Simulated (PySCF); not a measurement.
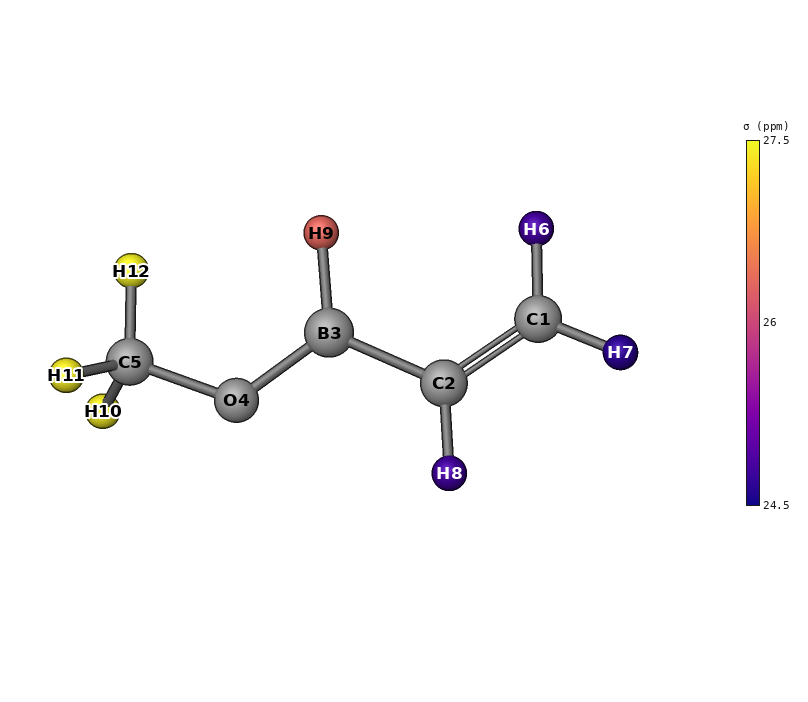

Atoms are coloured by their isotropic NMR shieldings (H only, the others grey). The geometry was computed by an optimisation with PBE0-D3(BJ)/def2-SVP. No frequency run is at hand to confirm it as a minimum. Level of theory: GIAO ωB97X-D/pcSseg-2 NMR shielding, non-relativistic, gas phase (PySCF 2.14.0).

Give the isotropic NMR shieldings of the H atoms atom by atom.

```csv
atom,σ (ppm)
H6,24.82
H7,24.67
H8,24.81
H9,26.33
H10,27.41
H11,27.41
H12,27.44
```
